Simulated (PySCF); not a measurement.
C6H10, SMILES `C1=CCCCC1`.

PySCF calculation, B3LYP/def2-SVPD, gas phase; geometry: GFN2-xTB. No frequency check shows the geometry to be a minimum.

Geometry (Å), atoms numbered from 1:

```
C1       0.6590   -1.2911   -0.0527
C2      -0.6590   -1.2911    0.0527
C3      -1.4838   -0.0423    0.1171
C4      -0.6837    1.1757   -0.3374
C5       0.6837    1.1757    0.3374
C6       1.4838   -0.0423   -0.1171
H7       1.2049   -2.2233   -0.1084
H8      -1.2049   -2.2233    0.1084
H9      -2.3765   -0.1615   -0.5025
H10     -1.8263    0.1020    1.1478
H11     -1.2277    2.0917   -0.0977
H12     -0.5485    1.1371   -1.4205
H13      1.2277    2.0917    0.0977
H14      0.5485    1.1371    1.4205
H15      2.3765   -0.1615    0.5025
H16      1.8263    0.1020   -1.1478
```

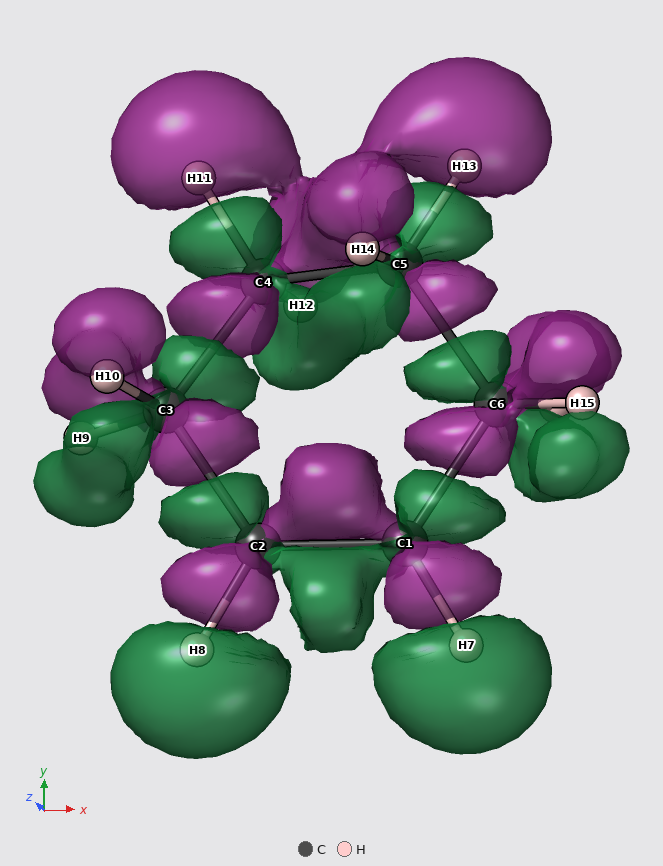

Change of the electron density in a uniform field of 0.41 V/Å, surfaces at ±0.003 e/Å³ (green: gain, purple: loss).

The field was applied in both directions; the picture shows the one opposite to the script's first.

Along which Cartesian direction does the field point?

Answer. Along +y: electrons gather on the −y side, against the field.

How large is the response?

Answer. The induced dipole is 1.42 D (along the field); α along this axis, from the fields in both directions, is 70 bohr³ (10.4 Å³).
